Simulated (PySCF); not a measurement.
# C₆H₁₂Si: a tour of settings

Aim: see how C₆H₁₂Si (`C1C[SiH](C2CC2)C1`) answers to the choice of functional, basis, grid and SCF options, and what happens with inputs that are wrong on purpose.

Programs: PySCF 2.14.0, with density-fitted response routines of our own. Each step states its level of theory. These are calculated values for one molecule, in the gas phase or a continuum, unless marked as measured. Atoms are numbered from 0 throughout.

### Step 1. The starting structure

19 atoms, charge 0, multiplicity 1; geometry from: GFN2-xTB.

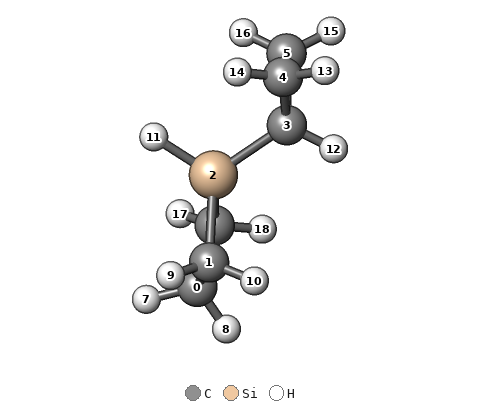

As it starts; carbon grey, silicon light orange, hydrogen white, atoms numbered; sticks join atoms by distance.

### Step 2. NMR shieldings: PBE0/pcSseg-1

The job: settings as JSON, then the geometry in Å.

```
{"job": {"kind": "nmr", "xc": "PBE0", "basis": "pcSseg-1"}, "charge": 0, "multiplicity": 1}
C      2.599996     0.008028     0.068236
C      1.616679    -1.174371    -0.009641
Si     0.184687     0.023668    -0.417264
C     -1.358434    -0.028697     0.650750
C     -2.574892    -0.753527     0.147411
C     -2.577922     0.734959     0.216289
C      1.610237     1.187288     0.099065
H      3.217933     0.050476    -0.827027
H      3.261861    -0.030403     0.932605
H      1.891773    -1.923532    -0.746905
H      1.518050    -1.682076     0.947644
H     -0.175653     0.088241    -1.841253
H     -1.204072    -0.077320     1.722219
H     -3.175393    -1.303304     0.856655
H     -2.524829    -1.217309    -0.825734
H     -3.180865     1.214805     0.972959
H     -2.530266     1.286083    -0.710293
H      1.881957     2.002490    -0.565899
H      1.509352     1.603751     1.099259
```

Level: GIAO PBE0/pcSseg-1 NMR shielding, non-relativistic, gas phase.

On the command line:

```sh
> OMP_NUM_THREADS=1 python probes_run.py task.json out
```

One launch serves the whole session: the jobs run in the order shown.

Output:

```text
coarse grid: 15584 points
cycle   1  E = -524.7493086705  dE =  8.261e-01  |g| = 4.938e-01  |ddm| = 3.844e+00
cycle   2  E = -524.7213929189  dE =  2.792e-02  |g| = 5.984e-01  |ddm| = 9.872e-01
cycle   3  E = -524.8157416068  dE = -9.435e-02  |g| = 3.893e-02  |ddm| = 5.784e-01
cycle   4  E = -524.8160069710  dE = -2.654e-04  |g| = 2.115e-02  |ddm| = 5.797e-02
cycle   5  E = -524.8161141353  dE = -1.072e-04  |g| = 5.722e-03  |ddm| = 2.404e-02
cycle   6  E = -524.8161220715  dE = -7.936e-06  |g| = 8.777e-04  |ddm| = 6.086e-03
final grid: 143640 points
cycle   7  E = -524.8587888197  dE = -3.829e-05  |g| = 9.433e-03  |ddm| = 2.966e-02
cycle   8  E = -524.8587775930  dE =  1.123e-05  |g| = 1.162e-02  |ddm| = 1.834e-02
cycle   9  E = -524.8588122239  dE = -3.463e-05  |g| = 3.763e-04  |ddm| = 9.919e-03
cycle  10  E = -524.8588122453  dE = -2.138e-08  |g| = 1.824e-04  |ddm| = 5.130e-04
cycle  11  E = -524.8588122532  dE = -7.917e-09  |g| = 4.629e-05  |ddm| = 2.018e-04
cycle  12  E = -524.8588122537  dE = -4.918e-10  |g| = 9.596e-06  |ddm| = 5.416e-05
converged SCF energy = -524.8588122537

GIAO shielding tensors (ppm)
atom      isotropic    diamagn.    paramagn.     s11        s22        s33       span
  0 C      167.184     251.173     -83.988    152.863    168.728    179.961     27.097
  1 C      171.593     254.489     -82.895    146.522    173.979    194.279     47.757
  2 Si     339.063     879.633    -540.569    301.234    339.387    376.569     75.335
  3 C      187.663     250.536     -62.874    159.894    178.032    225.061     65.167
  4 C      183.888     253.118     -69.230    155.693    178.098    217.872     62.179
  5 C      183.896     253.155     -69.259    155.667    178.099    217.922     62.255
  6 C      171.577     254.483     -82.907    146.513    173.989    194.227     47.715
  7 H       29.593      30.432      -0.839     25.339     28.129     35.311      9.973
  8 H       29.503      29.918      -0.415     24.874     27.194     36.441     11.566
  9 H       30.298      31.416      -1.119     25.982     27.971     36.940     10.958
 10 H       30.106      32.494      -2.388     26.710     28.737     34.873      8.164
 11 H       27.377      30.140      -2.763     23.777     27.192     31.162      7.385
 12 H       31.762      32.523      -0.760     24.561     28.926     41.800     17.239
 13 H       31.035      30.120       0.915     25.088     26.501     41.516     16.428
 14 H       31.589      31.311       0.277     25.292     28.779     40.695     15.403
 15 H       31.030      30.115       0.916     25.084     26.496     41.511     16.427
 16 H       31.590      31.313       0.277     25.295     28.778     40.697     15.403
 17 H       30.296      31.402      -1.107     25.977     27.973     36.937     10.960
 18 H       30.104      32.482      -2.379     26.708     28.738     34.867      8.159
```

Wall time 48 s (1 thread of AMD EPYC 7R13, shared host); peak memory 0.84 GiB.

Shifts follow as δ = σ(reference) − σ, with reference shieldings (ppm) from runs at the same level and on the same kind of geometry: 1H TMS 31.72, 13C TMS 186.9, 29Si TMS 349.2. The references are single molecules in the gas phase. Atoms listed in one row are averaged.

| atoms | environment | σ (ppm) | δ (ppm) | δ scaled to CDCl3 |
| --- | --- | --- | --- | --- |
| C0 | sp3 CH2 in a ring | 167.2 | 19.7 | 17.4 |
| C1, C6 | sp3 CH2 bonded to Si | 171.6 | 15.3 | 13.1 |
| C4, C5 | three-membered-ring carbon | 183.9 | 3.0 | 1.0 |
| C3 | three-membered-ring carbon | 187.7 | -0.7 | -2.6 |
| H11 | hydrogen on a silicon bonded to 3 C, in a 4-membered ring | 27.38 | 4.34 | – |
| H8 | hydrogen on an sp3 CH2 in a ring | 29.50 | 2.21 | 2.19 |
| H7 | hydrogen on an sp3 CH2 in a ring | 29.59 | 2.12 | 2.11 |
| H10, H18 | hydrogen on an sp3 CH2 bonded to Si | 30.11 | 1.61 | 1.62 |
| H9, H17 | hydrogen on an sp3 CH2 bonded to Si | 30.30 | 1.42 | 1.44 |
| H13, H15 | hydrogen on a three-membered-ring carbon | 31.03 | 0.68 | 0.75 |
| H14, H16 | hydrogen on a three-membered-ring carbon | 31.59 | 0.13 | 0.23 |
| H12 | hydrogen on a three-membered-ring carbon | 31.76 | -0.05 | 0.06 |
| Si2 | silicon bonded to 3 C, H, in a 4-membered ring | 339.1 | 10.1 | – |

The scaled column applies a straight-line fit of computed shieldings to shifts measured in CDCl3 (root-mean-square error 0.16 ppm for H, 1.9 ppm for C).

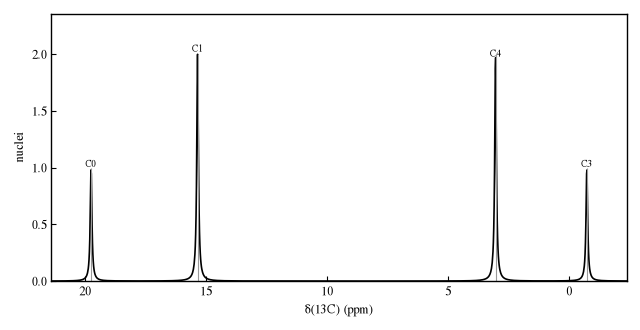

13C lines at the computed shifts, without couplings. Lines are broadened to a width of 0.08 ppm (Lorentzian).

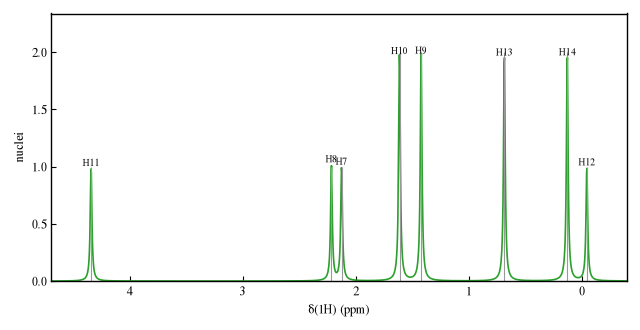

1H lines at the computed shifts, without couplings. Lines are broadened to a width of 0.02 ppm (Lorentzian).

The run also stored atomic charges by several schemes (e):

| atoms | Mulliken | IAO | Hirshfeld | ESP fit |
| --- | --- | --- | --- | --- |
| C0 | -0.21 | -0.25 | -0.07 | 0.11 |
| C1, C6 | -0.53 | -0.55 | -0.17 | -0.42 |
| Si2 | 0.88 | 0.90 | 0.37 | 0.57 |
| C3 | -0.55 | -0.42 | -0.13 | -0.42 |
| C4, C5 | -0.20 | -0.28 | -0.09 | -0.29 |

Hirshfeld charges:

C0 -0.07; C1 -0.17; Si2 0.37; C3 -0.13; C4 -0.09; C5 -0.09; C6 -0.17; H7 0.04; H8 0.03; H9 0.03; H10 0.03; H11 -0.08; H12 0.05; H13 0.05; H14 0.04; H15 0.05; H16 0.04; H17 0.03; H18 0.03

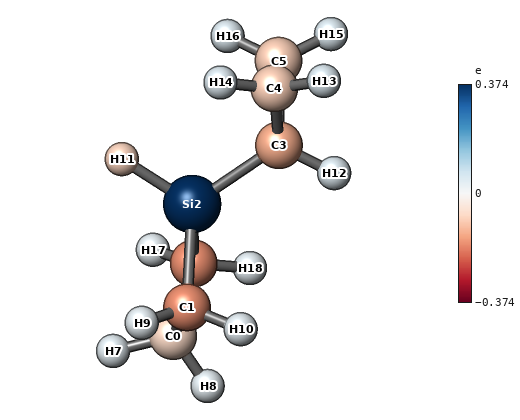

Hirshfeld charges, as colours on the atoms.

Mayer bond orders: C0–C1 1.00, C1–Si2 0.94, Si2–C3 0.88, C3–C4 0.95, C4–C5 0.97, Si2–C6 0.94, C6–C0 1.00, C5–C3 0.95.

Ring of atoms C0, C1, Si2, C6: NICS(0) 1.5, NICS(1) -0.3, NICS(1)zz 5.5 ppm (means of both faces).

Ring of atoms C3, C4, C5: NICS(0) -45.1, NICS(1) -8.7, NICS(1)zz -24.0 ppm (means of both faces).

In rings of three or four atoms NICS is ruled by the nearby σ bonds, so it says little on aromaticity.

The fields below are evaluated on a grid from the run's orbitals.

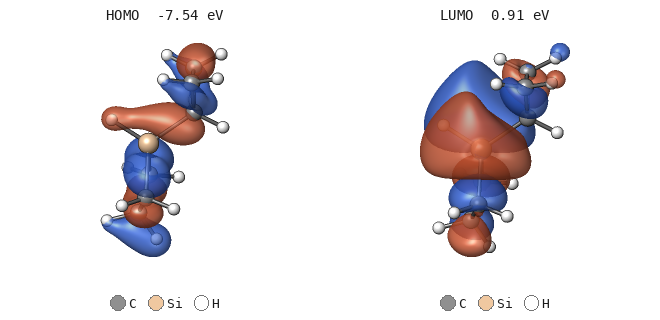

Frontier orbitals at PBE0/pcSseg-1; each surface holds 70 % of the orbital's density, blue and red mark the sign.

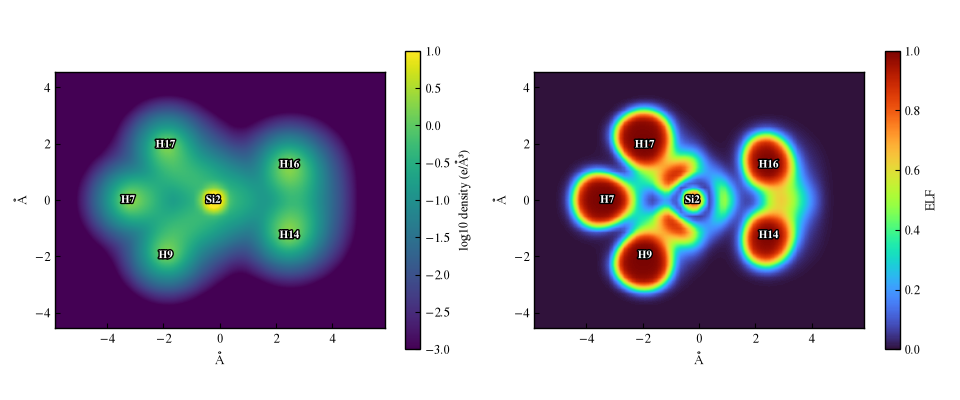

Density (left) and ELF (right) in a plane through or near 6 of the atoms.

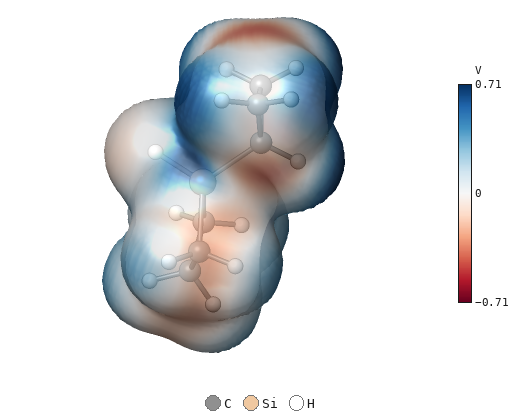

The potential that a unit positive charge feels on the 0.002 e/bohr³ surface, from -0.37 V near C5 to 0.71 V near H12.

### Step 3. Ultraviolet spectrum: PBE0/def2-SVPD

Settings changed since step 2:

```diff
@@ -1,2 +1,2 @@
-{"job": {"kind": "nmr", "xc": "PBE0", "basis": "pcSseg-1"}, "charge": 0, "multiplicity": 1}
+{"job": {"kind": "uv", "xc": "PBE0", "basis": "def2-SVPD", "nstates": 6, "ntriplets": 2}, "charge": 0, "multiplicity": 1}
 C      2.599996     0.008028     0.068236
```

With the program's defaults for keys left out, this is: TDDFT PBE0/def2-SVPD, vertical, gas phase, core orbitals frozen in the response.

Output:

```text
coarse grid: 15584 points
cycle   1  E = -524.5224327631  dE =  7.634e-01  |g| = 4.728e-01  |ddm| = 6.566e+00
cycle   2  E = -524.4950852674  dE =  2.735e-02  |g| = 5.756e-01  |ddm| = 1.527e+00
cycle   3  E = -524.5854144322  dE = -9.033e-02  |g| = 3.860e-02  |ddm| = 8.144e-01
cycle   4  E = -524.5856892308  dE = -2.748e-04  |g| = 2.242e-02  |ddm| = 1.313e-01
cycle   5  E = -524.5858177001  dE = -1.285e-04  |g| = 5.267e-03  |ddm| = 4.399e-02
cycle   6  E = -524.5858246587  dE = -6.959e-06  |g| = 9.419e-04  |ddm| = 1.173e-02
final grid: 143640 points
cycle   7  E = -524.6581611937  dE = -4.171e-05  |g| = 9.126e-03  |ddm| = 1.672e-01
cycle   8  E = -524.6581502294  dE =  1.096e-05  |g| = 1.125e-02  |ddm| = 3.040e-02
cycle   9  E = -524.6581837278  dE = -3.350e-05  |g| = 3.286e-04  |ddm| = 1.541e-02
cycle  10  E = -524.6581837485  dE = -2.064e-08  |g| = 1.871e-04  |ddm| = 1.194e-03
cycle  11  E = -524.6581837574  dE = -8.899e-09  |g| = 4.036e-05  |ddm| = 3.924e-04
cycle  12  E = -524.6581837578  dE = -4.156e-10  |g| = 7.582e-06  |ddm| = 1.291e-04
converged SCF energy = -524.6581837578

Static polarisability (au): isotropic 93.122, principal 78.875 86.365 114.126

Singlet excitations
state   eV       nm        f      main configurations
  1   6.8723    180.4   0.00103   H-1->L 0.89
  2   7.0773    175.2   0.16599   H->L 0.89
  3   7.1661    173.0   0.03655   H->L+1 0.88
  4   7.2347    171.4   0.00598   H-1->L+1 0.86
  5   7.3818    168.0   0.00011   H->L+2 0.75, H->L+3 0.12
  6   7.3865    167.9   0.00684   H-1->L+2 0.81

Triplet excitations (Tamm-Dancoff, eV): 6.4099 6.5822
```

Wall time 62 s (1 thread of AMD EPYC 7R13, shared host); peak memory 0.98 GiB.

Frontier orbitals and where they lie:

| orbital | eV | atoms |
| --- | --- | --- |
| HOMO−3 | -8.84 | C3 32 %, C5 16 %, C4 16 % |
| HOMO−2 | -8.49 | Si2 16 %, H11 13 %, C3 12 % |
| HOMO−1 | -7.51 | C1 20 %, Si2 16 %, C0 13 % |
| HOMO | -7.51 | C6 30 %, Si2 18 %, C1 18 % |
| LUMO | 0.62 | Si2 22 %, H11 10 %, C1 9 % |
| LUMO+1 | 0.86 | Si2 16 %, C0 16 %, C1 10 % |
| LUMO+2 | 0.94 | Si2 18 %, C5 14 %, C4 14 % |

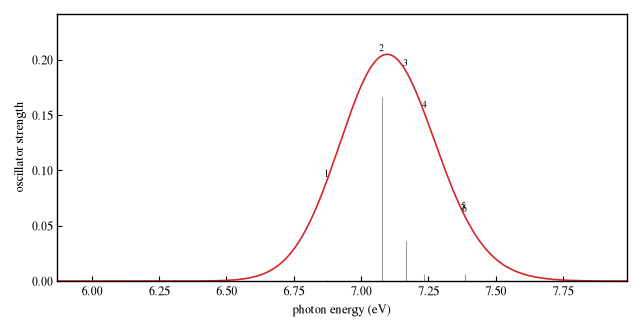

Absorption spectrum from the 6 singlet states computed; above the last one it falls off for lack of states. Lines are broadened to a width of 0.40 eV (Gaussian).

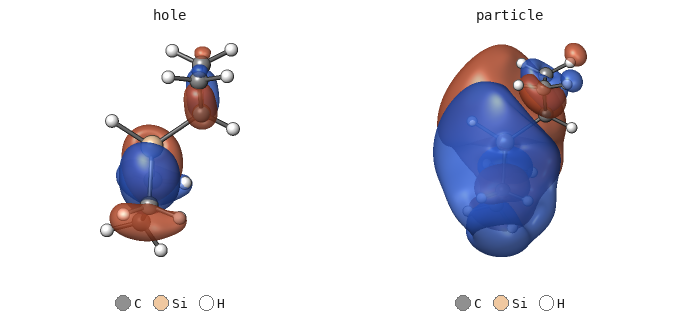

Leading natural transition orbitals of singlet state 2: the electron leaves the hole (left) for the particle orbital (right).

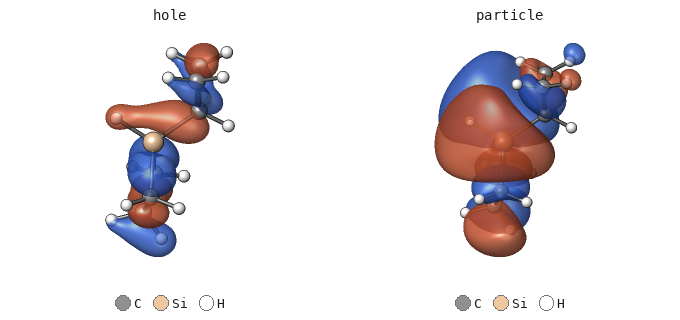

Leading natural transition orbitals of singlet state 1: the electron leaves the hole (left) for the particle orbital (right).

Ground-state properties from the same run:

| property | computed |
| --- | --- |
| dipole moment (D) | 0.71 |
| polarisability (Å³) | 13.80 |
| HOMO–LUMO gap (eV) | 8.13 |
| −ε(HOMO) (eV) | 7.51 |

(Part 1 of 2 ends here.)
